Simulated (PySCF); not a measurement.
# C2H13NOSi3: what the fields show

The calculation's input:

```
{"job": {"kind": "nmr", "xc": "PBE0", "basis": "pcSseg-1"}, "charge": 0, "multiplicity": 1}
C     -2.064382     1.227888    -0.078883
N     -1.113864     0.164507     0.143145
C     -1.392262    -1.035218    -0.606686
Si     0.360890     0.431205     1.002757
Si     1.184475    -1.599718     1.840310
O      1.590907     1.078698     0.062546
Si     2.036389     1.017423    -1.533535
H     -3.091963     0.901465     0.168501
H     -2.071703     1.571752    -1.131885
H     -1.830405     2.096615     0.554041
H     -2.390057    -1.441773    -0.356082
H     -0.652683    -1.820692    -0.388202
H     -1.372563    -0.861952    -1.700732
H      0.081139     1.447975     2.055377
H      2.327173    -1.341940     2.770346
H      0.127250    -2.360404     2.577937
H      1.685829    -2.459098     0.720452
H      3.411655     1.575179    -1.663770
H      2.026922    -0.394291    -2.031813
H      1.097601     1.819353    -2.377431
```

Command:

```sh
OMP_NUM_THREADS=1 python probes_run.py task.json out
```

Geometry: PBE0-D3(BJ)/def2-SVP.

All numbers below come from PySCF 2.14.0, PBE0/pcSseg-1, SCF density, gas phase, non-relativistic.

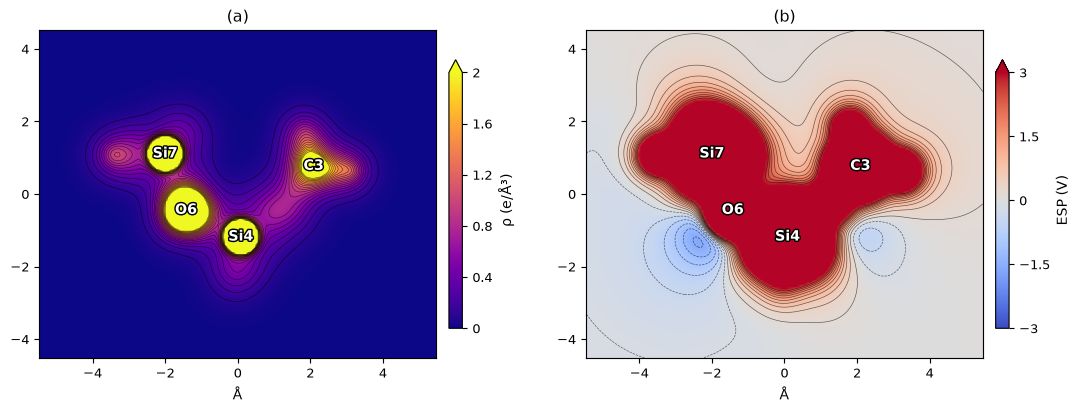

Figure 1. (a) electron density; (b) electrostatic potential on the plane of atoms Si4, O6 and Si7.

Question: Interpret the plot.

Answer: The section cuts through C, Si and O sites.
Si–O (1.66 Å): ρ is about 1.1 e/Å³ halfway.
Outside the dense part of the molecule the potential is most negative (−1.6 V) near O6.

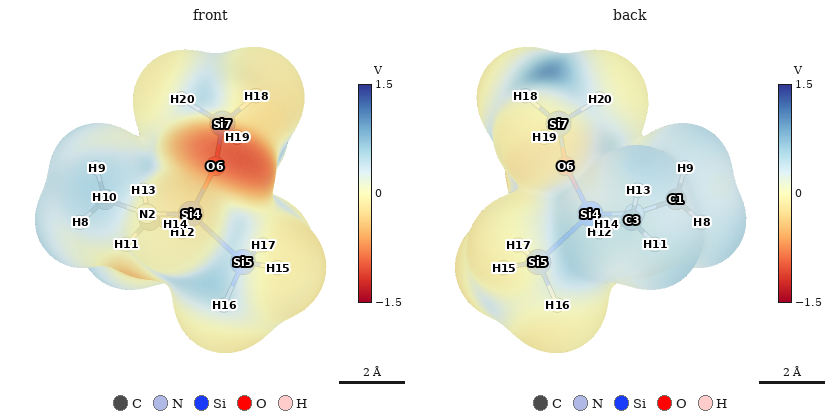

Figure 2. The molecular electrostatic potential painted on the density surface at 0.001 e/bohr³, seen from the front and from behind; red is negative and blue positive.

Question: Which sites attract a positive test charge, and which a negative one?

Answer: A positive charge is drawn to the negative regions and a negative charge to the positive ones. The most negative region (about −1.0 V) lies over O6, the most positive (about +0.9 V) over Si7. O6 is the likeliest acceptor of a hydrogen bond.

Question: How polar is the molecule by this calculation?

Answer: Its dipole moment is 1.81 D.
